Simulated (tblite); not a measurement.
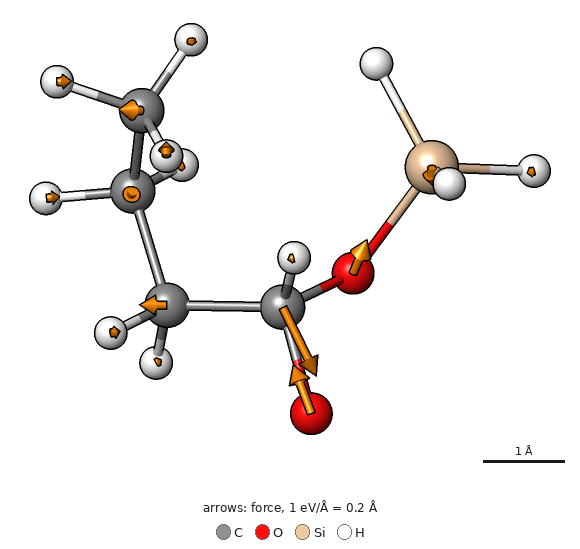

Starting geometry of C4H11O2Si (multiplicity 2) with the computed forces as orange arrows. Style: ball-and-stick. Shown face on.

Method: GFN2-xTB geometry optimisation, gas phase (tblite). 

What follows when this structure is relaxed?

It isn't relaxed: the largest force vector, on a C atom, is 4.82 eV/Å. The final displacements have little in common with the starting forces (cosine between the two patterns 0.14). An H atom moves most after the best rigid fit: 3.27 Å. By element the largest moves are H 3.27 Å, O 1.30 Å, Si 1.00 Å, C 0.90 Å. Near-neighbour distances that change, for instance: O–Si 3.490 → 2.672 Å, C–O 1.416 → 1.282 Å, C–C 1.506 → 1.594 Å, O–Si 1.722 → 1.644 Å. Among the angles between lasting bonds that change: C–C–H 112.2° → 101.7°, O–Si–H 107.1° → 97.5°, O–C–H 104.9° → 112.8°. Groups turn about C–O by about 125°, C–C by about 65°, O–Si by about 25°. Over 226 geometry steps the energy falls by 29.1 kcal/mol. The run took 1.6 s on 1 thread of Arm Neoverse V1, with other jobs on the host.
